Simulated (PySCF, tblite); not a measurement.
**C₃H₁₀Si₂ (triplet), a small gas-phase stand-in for a defect centre: EPR parameters**

Aim: the EPR parameters of `[SiH3]C[C]C[SiH3]`. It is drawn as: twofold C.

Computed with tblite 0.8.0 and PySCF 2.14.0; each step states its level. No surroundings beyond the atoms listed, unless a continuum is named. Atoms count from 0, parts from 1.

### 1 Starting point

15 atoms, charge 0, multiplicity 3; geometry: distance geometry start.

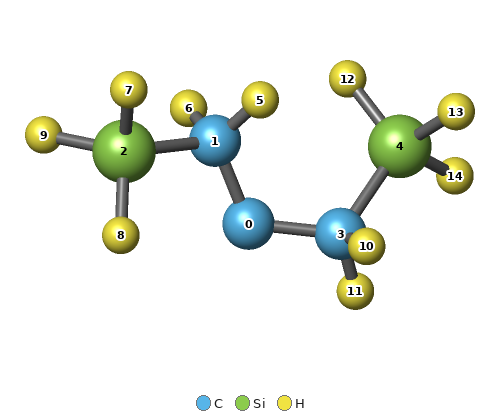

The starting geometry (carbon blue, silicon green, hydrogen yellow), atoms numbered.

### 2 Relaxing the cluster with GFN2-xTB

Job settings and geometry (Å):

```
{"job": {"kind": "relax", "xc": "GFN2-xTB", "basis": "xTB"}, "charge": 0, "multiplicity": 3}
C     -0.137372    -1.043213     0.027347
C     -0.803150     0.174021    -0.496406
Si    -2.646850     0.131254    -0.165567
C      1.163739    -0.873604     0.721386
Si     2.339846     0.320037    -0.041501
H     -0.440960     1.119557    -0.059173
H     -0.738938     0.215410    -1.591488
H     -3.132163     1.445275     0.280863
H     -2.984100    -0.859141     0.871460
H     -3.415094    -0.181910    -1.394776
H      1.024367    -0.583116     1.774620
H      1.673712    -1.869463     0.766347
H      1.883317     0.896403    -1.315730
H      2.607952     1.409924     0.910465
H      3.647661    -0.310627    -0.279787
```

Method: GFN2-xTB geometry optimisation, gas phase.

Launch:

```bash
> OMP_NUM_THREADS=1 python cluster_run.py task.json out
```

This one command runs all jobs of the session in turn.

Log:

```text
step      E/eV     max force
  0    -402.20873    2.845
  1    -402.42747    1.247
  2    -402.49376    0.444
  3    -402.52298    0.553
  4    -402.54107    0.440
  5    -402.55082    0.195
  6    -402.55652    0.179
  7    -402.56064    0.188
  8    -402.56498    0.221
  9    -402.56920    0.167
 10    -402.57319    0.199
 11    -402.57707    0.199
 12    -402.58014    0.135
 13    -402.58220    0.094
 14    -402.58386    0.089
 15    -402.58560    0.094
 16    -402.58777    0.172
 17    -402.59032    0.192
 18    -402.59279    0.131
 19    -402.59509    0.134
 20    -402.59760    0.136
 21    -402.60012    0.137
 22    -402.60210    0.115
 23    -402.60355    0.079
 24    -402.60496    0.098
 25    -402.60673    0.135
 26    -402.60881    0.159
 27    -402.61051    0.097
 28    -402.61159    0.079
 29    -402.61259    0.080
 30    -402.61406    0.157
 31    -402.61599    0.186
 32    -402.61771    0.132
 33    -402.61862    0.070
 34    -402.61913    0.062
 35    -402.61970    0.086
 36    -402.62051    0.109
 37    -402.62147    0.089
 38    -402.62225    0.075
 39    -402.62278    0.062
 40    -402.62324    0.062
 41    -402.62397    0.090
 42    -402.62540    0.127
 43    -402.62794    0.208
 44    -402.63160    0.280
 45    -402.63706    0.301
 46    -402.64570    0.226
 47    -402.65382    0.227
 48    -402.66323    0.290
 49    -402.66816    0.285
 50    -402.68070    0.261
 51    -402.68954    0.222
 52    -402.69977    0.265
 53    -402.70934    0.218
 54    -402.71566    0.207
 55    -402.72057    0.196
 56    -402.72742    0.184
 57    -402.73298    0.158
 58    -402.73924    0.150
 59    -402.74119    0.110
 60    -402.74360    0.125
 61    -402.74763    0.166
 62    -402.75448    0.252
 63    -402.76377    0.324
 64    -402.77331    0.266
 65    -402.77835    0.241
 66    -402.78464    0.206
 67    -402.78848    0.174
 68    -402.79543    0.149
 69    -402.80057    0.149
 70    -402.80374    0.136
 71    -402.80528    0.090
 72    -402.80666    0.101
 73    -402.80821    0.082
 74    -402.80980    0.071
 75    -402.81048    0.075
 76    -402.81116    0.062
 77    -402.81197    0.067
 78    -402.81296    0.060
 79    -402.81372    0.052
 80    -402.81420    0.053
 81    -402.81459    0.052
 82    -402.81497    0.052
 83    -402.81534    0.054
 84    -402.81570    0.064
 85    -402.81610    0.064
 86    -402.81656    0.062
 87    -402.81705    0.060
 88    -402.81756    0.056
 89    -402.81801    0.049
 90    -402.81836    0.046
 91    -402.81865    0.037
 92    -402.81897    0.048
 93    -402.81938    0.073
 94    -402.81990    0.084
 95    -402.82047    0.071
 96    -402.82100    0.060
 97    -402.82145    0.041
 98    -402.82179    0.039
 99    -402.82207    0.044
100    -402.82236    0.045
101    -402.82269    0.039
102    -402.82307    0.060
103    -402.82343    0.062
104    -402.82372    0.041
105    -402.82391    0.031
106    -402.82408    0.030
107    -402.82427    0.044
108    -402.82450    0.047
109    -402.82481    0.049
110    -402.82521    0.067
111    -402.82565    0.063
112    -402.82607    0.046
113    -402.82640    0.035
114    -402.82665    0.035
115    -402.82683    0.030
116    -402.82704    0.033
117    -402.82735    0.043
118    -402.82782    0.080
119    -402.82845    0.101
120    -402.82915    0.088
121    -402.82977    0.060
122    -402.83031    0.062
123    -402.83067    0.060
124    -402.83097    0.057
125    -402.83118    0.037
126    -402.83143    0.040
127    -402.83165    0.051
128    -402.83196    0.050
129    -402.83216    0.037
130    -402.83231    0.024
131    -402.83243    0.030
132    -402.83256    0.038
133    -402.83271    0.034
134    -402.83287    0.025
135    -402.83303    0.031
136    -402.83322    0.040
137    -402.83344    0.043
138    -402.83368    0.041
139    -402.83390    0.035
140    -402.83409    0.034
141    -402.83429    0.045
142    -402.83452    0.057
143    -402.83480    0.059
144    -402.83502    0.041
145    -402.83526    0.039
146    -402.83546    0.039
147    -402.83570    0.053
148    -402.83612    0.069
149    -402.83668    0.075
150    -402.83725    0.054
151    -402.83776    0.051
152    -402.83833    0.077
153    -402.83912    0.095
154    -402.84014    0.120
155    -402.84112    0.109
156    -402.84187    0.062
157    -402.84241    0.056
158    -402.84281    0.055
159    -402.84327    0.054
160    -402.84372    0.047
161    -402.84411    0.057
162    -402.84441    0.051
163    -402.84466    0.051
164    -402.84494    0.046
165    -402.84527    0.034
166    -402.84549    0.035
167    -402.84563    0.041
168    -402.84579    0.029
169    -402.84595    0.028
170    -402.84610    0.027
171    -402.84625    0.039
172    -402.84650    0.053
173    -402.84693    0.057
174    -402.84753    0.052
175    -402.84818    0.040
176    -402.84854    0.061
177    -402.84836    0.091
178    -402.84931    0.059
179    -402.84959    0.040
180    -402.85015    0.042
181    -402.85062    0.058
182    -402.85103    0.058
183    -402.85134    0.043
184    -402.85157    0.037
185    -402.85185    0.038
186    -402.85225    0.047
187    -402.85273    0.051
188    -402.85331    0.043
189    -402.85389    0.047
190    -402.85451    0.060
191    -402.85523    0.056
192    -402.85594    0.057
193    -402.85636    0.091
194    -402.85690    0.052
195    -402.85732    0.034
196    -402.85775    0.063
197    -402.85829    0.058
198    -402.85864    0.041
199    -402.85897    0.032
200    -402.85915    0.035
201    -402.85915    0.035
202    -402.85978    0.004
```

Wall time 3.2 s (1 thread of Arm Neoverse V2, shared host).

The steps of the relaxation:

```
step  energy from step 0 (eV)  largest force (eV/Å)
   0                   0.0000                2.8450
   8                  -0.3562                0.2208
  16                  -0.3790                0.1723
  24                  -0.3962                0.0981
  32                  -0.4090                0.1318
  40                  -0.4145                0.0614
  48                  -0.4545                0.2907
  56                  -0.5187                0.1839
  64                  -0.5646                0.2661
  72                  -0.5979                0.1015
  80                  -0.6055                0.0532
  88                  -0.6088                0.0554
  96                  -0.6123                0.0606
 104                  -0.6150                0.0409
 112                  -0.6173                0.0456
 120                  -0.6204                0.0885
 128                  -0.6232                0.0498
 136                  -0.6245                0.0399
 144                  -0.6263                0.0405
 152                  -0.6296                0.0773
 160                  -0.6350                0.0463
 168                  -0.6371                0.0294
 176                  -0.6398                0.0614
 184                  -0.6428                0.0362
 192                  -0.6472                0.0572
 200                  -0.6504                0.0350
 202                  -0.6510                0.0047
```

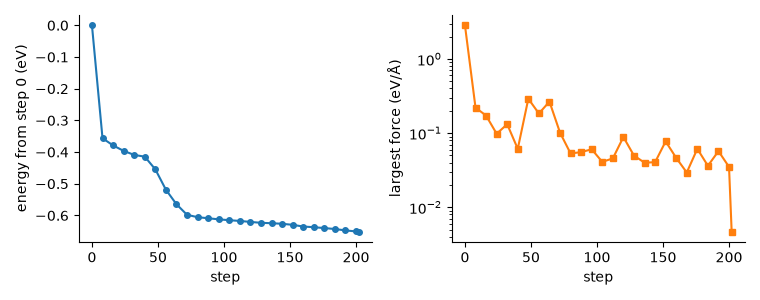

Energy and force, step by step.

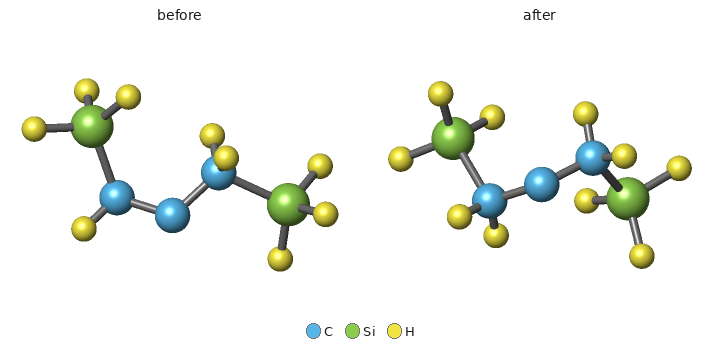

The geometry before (left) and after (right).

Close pairs (by a distance rule), those that changed most:

```
   bond  before (Å)  after (Å)  change (Å)
 C3–Si4       1.841      1.942      +0.101
 C1–Si2       1.874      1.942      +0.069
  C0–C3       1.484      1.432      -0.052
  C0–C1       1.483      1.432      -0.051
 C3–H11       1.120      1.094      -0.026
 Si2–H9       1.483      1.462      -0.021
Si4–H12       1.471      1.461      -0.010
 Si2–H8       1.473      1.464      -0.009
```

### 3 Geometry optimisation at PBE0-D3(BJ)/def2-SVP

Job settings and geometry (Å):

```
{"job": {"xc": "PBE0", "basis": "def2-SVP", "d3": "d3bj", "grid": 2, "kind": "geom", "shake": 0.01}, "charge": 0, "multiplicity": 3}
C      0.044625    -0.640850    -1.094912
C     -0.944898     0.439743    -1.077802
Si    -2.215232     0.275569     0.387985
C      1.001190    -1.128793    -0.156737
Si     2.170407     0.228295     0.509956
H     -0.462817     1.438291    -0.999604
H     -1.513831     0.450607    -2.000094
H     -3.106023     1.415469     0.357575
H     -1.435230     0.295623     1.666345
H     -2.916399    -0.988431     0.256961
H      0.459608    -1.597397     0.722326
H      1.590409    -1.908612    -0.605036
H      2.885962     0.802333    -0.618808
H      1.351280     1.275217     1.174767
H      3.080025    -0.382436     1.491748
```

Log:

```text
step   0  E = -698.52662392  max force = 0.031636
step   1  E = -698.53212481  max force = 0.007695
step   2  E = -698.53229945  max force = 0.001366
step   3  E = -698.53231981  max force = 0.000600
step   4  E = -698.53232233  max force = 0.000150
optimisation converged
```

It took 64 s on 1 thread of Arm Neoverse V2, shared host; peak memory 0.71 GiB.

Step by step:

```
step  energy from step 0 (eV)  largest force component (eV/Å)
   0                   0.0000                          1.6268
   1                  -0.1497                          0.3957
   2                  -0.1544                          0.0702
   3                  -0.1550                          0.0309
   4                  -0.1551                          0.0077
```

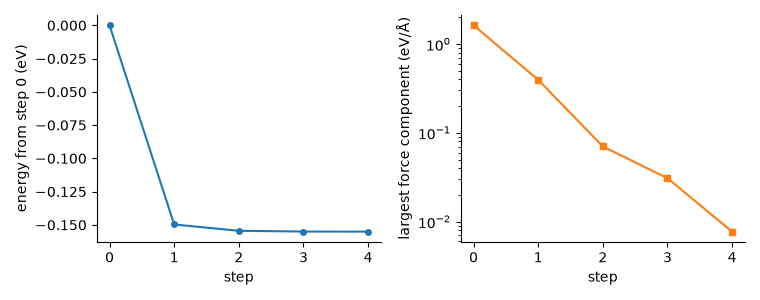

Energy and largest force along the relaxation.

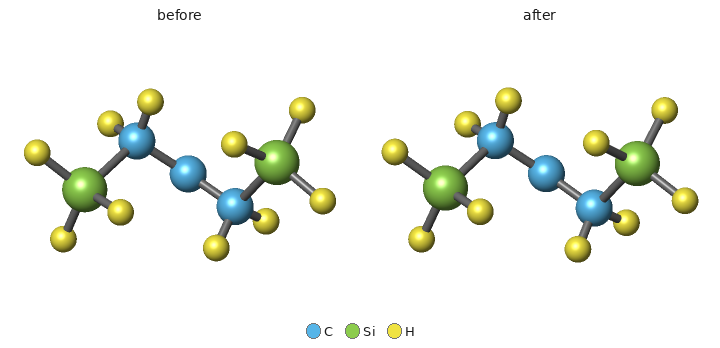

The geometry before (left) and after (right).

Close pairs (by a distance rule), those that changed most:

```
   bond  before (Å)  after (Å)  change (Å)
 Si2–H7       1.447      1.496      +0.049
 Si2–H9       1.451      1.494      +0.042
 C1–Si2       1.947      1.907      -0.040
Si4–H12       1.455      1.494      +0.039
  C0–C3       1.426      1.463      +0.037
 C3–H11       1.075      1.104      +0.029
Si4–H14       1.471      1.496      +0.025
 C3–H10       1.134      1.112      -0.022
```

The final coordinates are the input of the step that follows.

```
                         at the end point                value
  point group (found at 0.08 Å tolerance)                   C2
rotational constants (GHz, main isotopes)  5.646, 1.356, 1.268
                        dipole moment (D)                 0.01
                                     ⟨S²⟩                2.009
```

### 4 g tensor and hyperfine couplings: B3LYP/IGLO-III+pcH-1

Job settings and geometry (Å):

```
{"job": {"kind": "epr"}, "charge": 0, "multiplicity": 3}
C      0.017900    -0.614002    -1.063000
C     -0.963669     0.470775    -1.039073
Si    -2.180753     0.327712     0.421999
C      0.987125    -1.137416    -0.099805
Si     2.184141     0.204947     0.533659
H     -0.492096     1.476524    -0.992603
H     -1.569703     0.465996    -1.962573
H     -3.138749     1.476840     0.421702
H     -1.427442     0.332718     1.713487
H     -2.944990    -0.951849     0.320488
H      0.503247    -1.607620     0.783967
H      1.604387    -1.928841    -0.560818
H      2.948931     0.780804    -0.613193
H      1.412382     1.302973     1.192491
H      3.142674    -0.370054     1.528052
```

Method: UKS B3LYP, IGLO-III on C Si, pcH-1 on H, non-relativistic, mean-field spin-orbit, GIAO.

Log:

```text
UKS, coarse grid
  cycle   1  E = -699.25441173  |g| = 2.81e-01
  cycle   2  E = -699.24938782  |g| = 2.93e-01
  cycle   3  E = -699.29310078  |g| = 5.42e-02
  cycle   4  E = -699.29483781  |g| = 1.88e-02
  cycle   5  E = -699.29503339  |g| = 7.81e-03
  cycle   6  E = -699.29506930  |g| = 2.24e-03
  cycle   7  E = -699.29507250  |g| = 6.74e-04
UKS, final grid
  cycle   1  E = -699.29505333  |g| = 6.85e-04
  cycle   2  E = -699.29505329  |g| = 7.60e-04
  cycle   3  E = -699.29505361  |g| = 8.81e-05
  cycle   4  E = -699.29505361  |g| = 2.37e-05
E = -699.29505361 Eh   <S^2> = 2.0076 (exact 2.0000)
g shifts (ppm)      1          2          3
  rmc          -151       -151       -151
  gc             19        -21         19
  oz_so        -258        522        572
  total        -389        351        440
hyperfine (MHz)  atom isotope    a_iso     a_fc   dipolar eigenvalues
    0   13C     225.30     225.46    -71.94     26.76     45.19
    1   13C      -2.77      -2.77     -4.07     -2.95      7.02
    2  29Si     -65.17     -65.26    -10.79      5.05      5.74
    3   13C      -2.63      -2.63     -4.07     -2.94      7.01
    4  29Si     -65.44     -65.53    -10.76      5.03      5.73
    5    1H      76.78      76.78     -4.68     -3.01      7.69
    6    1H      44.32      44.32     -5.25     -4.99     10.24
    7    1H      11.59      11.59     -1.52     -0.92      2.44
    8    1H      -1.23      -1.23     -2.06     -1.30      3.36
    9    1H      -1.68      -1.68     -2.22     -1.45      3.67
   10    1H      76.61      76.61     -4.68     -3.00      7.67
   11    1H      44.20      44.20     -5.26     -4.98     10.24
   12    1H      -1.72      -1.72     -2.24     -1.46      3.70
   13    1H      -1.22      -1.23     -2.06     -1.30      3.36
   14    1H      11.73      11.73     -1.52     -0.92      2.44
zero-field splitting (cm-1)  D = 0.6269  E = 0.0474  (spin-spin 0.5983, spin-orbit 0.0288)
```

Run time: 86 s. Hardware: 1 thread of Arm Neoverse V2, shared host; peak memory 1 GiB.

Principal g values 2.00193, 2.00267, 2.00276; g(iso) = 2.00245, against 2.00232 for a free electron.

Hyperfine couplings; where a row names several nuclei, a(iso) is their mean (it holds for fast rotation or exchange) and the dipolar term the largest among them:

```
  nuclei  isotope  a(iso) (MHz)  a(iso) (G, at g = 2.0023)  largest dipolar term (MHz)
      C0      13C         225.3                       80.4                       -71.9
 H5, H10       1H          76.7                       27.4                         7.7
Si2, Si4     29Si         -65.3                      -23.3                       -10.8
 H6, H11       1H          44.3                       15.8                        10.2
 H7, H14       1H          11.7                        4.2                         2.4
  C1, C3      13C          -2.7                       -1.0                         7.0
 H9, H12       1H          -1.7                       -0.6                         3.7
 H8, H13       1H          -1.2                       -0.4                         3.4
```

Zero-field splitting: D = 0.627 cm⁻¹ (spin-spin 0.598, spin-orbit 0.029), E = 0.047 cm⁻¹.

Mulliken spin populations:

C0 1.80; C1 -0.11; Si2 0.09; C3 -0.11; Si4 0.09; H5 0.08; H6 0.03; H7 0.02; H8 0.00; H9 0.00; H10 0.08; H11 0.03; H12 0.00; H13 0.00; H14 0.02

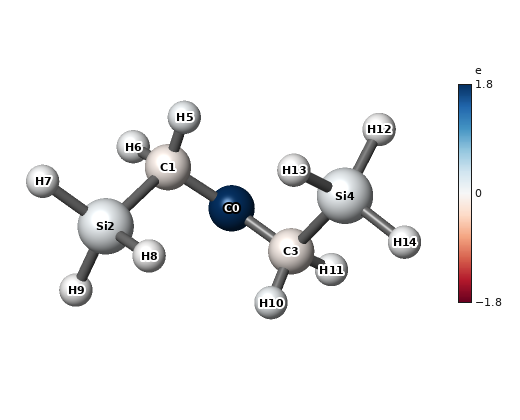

Mulliken spin populations, as colours on the atoms.

### 5 g tensor and hyperfine couplings: BHandHLYP/IGLO-III+pcH-1

Settings changed since step 4:

```diff
@@ -1,2 +1,2 @@
-{"job": {"kind": "epr"}, "charge": 0, "multiplicity": 3}
+{"job": {"kind": "epr", "xc": "BHandHLYP"}, "charge": 0, "multiplicity": 3}
 C      0.017900    -0.614002    -1.063000
```

Level: UKS BHandHLYP, IGLO-III on C Si, pcH-1 on H, non-relativistic, mean-field spin-orbit, GIAO.

Log:

```text
UKS, coarse grid
  cycle   1  E = -699.12261879  |g| = 2.15e-01
  cycle   2  E = -699.15633836  |g| = 1.00e-01
  cycle   3  E = -699.16193920  |g| = 4.53e-02
  cycle   4  E = -699.16359573  |g| = 1.30e-02
  cycle   5  E = -699.16377638  |g| = 4.78e-03
  cycle   6  E = -699.16380442  |g| = 1.20e-03
  cycle   7  E = -699.16380603  |g| = 5.09e-04
UKS, final grid
  cycle   1  E = -699.16379447  |g| = 3.89e-04
  cycle   2  E = -699.16379451  |g| = 3.33e-04
  cycle   3  E = -699.16379456  |g| = 4.39e-05
  cycle   4  E = -699.16379456  |g| = 1.44e-05
E = -699.16379456 Eh   <S^2> = 2.0113 (exact 2.0000)
g shifts (ppm)      1          2          3
  rmc          -151       -151       -151
  gc             19        -25         18
  oz_so        -265        468        514
  total        -397        292        381
hyperfine (MHz)  atom isotope    a_iso     a_fc   dipolar eigenvalues
    0   13C     255.24     255.40    -73.21     26.62     46.59
    1   13C      -7.85      -7.86     -4.05     -2.95      7.00
    2  29Si     -62.60     -62.68    -10.33      4.75      5.58
    3   13C      -7.71      -7.71     -4.05     -2.93      6.99
    4  29Si     -62.83     -62.92    -10.30      4.73      5.58
    5    1H      77.92      77.92     -4.49     -3.21      7.70
    6    1H      43.98      43.98     -5.43     -5.00     10.43
    7    1H      10.97      10.97     -1.44     -0.90      2.35
    8    1H      -1.41      -1.41     -2.04     -1.37      3.41
    9    1H      -1.70      -1.70     -2.21     -1.52      3.73
   10    1H      77.75      77.75     -4.48     -3.20      7.69
   11    1H      43.86      43.86     -5.43     -4.99     10.43
   12    1H      -1.74      -1.74     -2.23     -1.54      3.76
   13    1H      -1.39      -1.40     -2.04     -1.37      3.41
   14    1H      11.11      11.11     -1.44     -0.90      2.35
zero-field splitting (cm-1)  D = 0.6731  E = 0.0520  (spin-spin 0.6371, spin-orbit 0.0362)
```

It took 87 s on 1 thread of Arm Neoverse V2, shared host; peak memory 0.91 GiB.

In short: g(iso) 2.00241.

### 6 Run by run: EPR parameters

g, ⟨S²⟩ and isotropic hyperfine couplings (MHz), with basis size and wall time:

```
                     run   g(iso)   ⟨S²⟩  13C C0  1H H5 (mean)  29Si Si2 (mean)  1H H6 (mean)  1H H7 (mean)  functions  time
    B3LYP/IGLO-III+pcH-1  2.00245  2.008   225.3          76.7            -65.3          44.3          11.7        293  86 s
BHandHLYP/IGLO-III+pcH-1  2.00241  2.011   255.2          77.8            -62.7          43.9          11.0        293  87 s
```

### 7 What came out

| quantity | value |
| --- | --- |
| point group | C2 |
| rotational constants (main isotopes) | 5.65, 1.36, 1.27 GHz |
| D, E (B3LYP) | 0.627, 0.047 cm⁻¹ |
| g(iso) (B3LYP) | 2.00245 |
| ⟨S²⟩ | 2.008 (exact 2.00) |
| largest a(iso) (averaged by class) | 13C on C0, 225.3 MHz |

**Reading.** The start of the PBE0/def2-SVP relaxation was shaken at random by about 0.01 Å, so part of the energy gained, and of the first lengths quoted, undoes that. Over 4 steps the energy fell by 0.155 eV; of the close pairs, Si2–H7 changed most, 1.447 to 1.496 Å (PBE0/def2-SVP). No frequency check was run at this level, so the end point may be a saddle. Most of the unpaired spin sits on C0 (1.80 e). The isotropic g lies 0.1 ppt above the free-electron value. The coupling of 13C on C0 runs from 225.3 (B3LYP/IGLO-III+pcH-1) to 255.2 MHz (BHandHLYP/IGLO-III+pcH-1). The triplet was assumed; the singlet may lie lower. A capped cluster stands for the solid here, so long-range fields and strain are missing, and bands or shifts of the capping hydrogens have no counterpart in it.
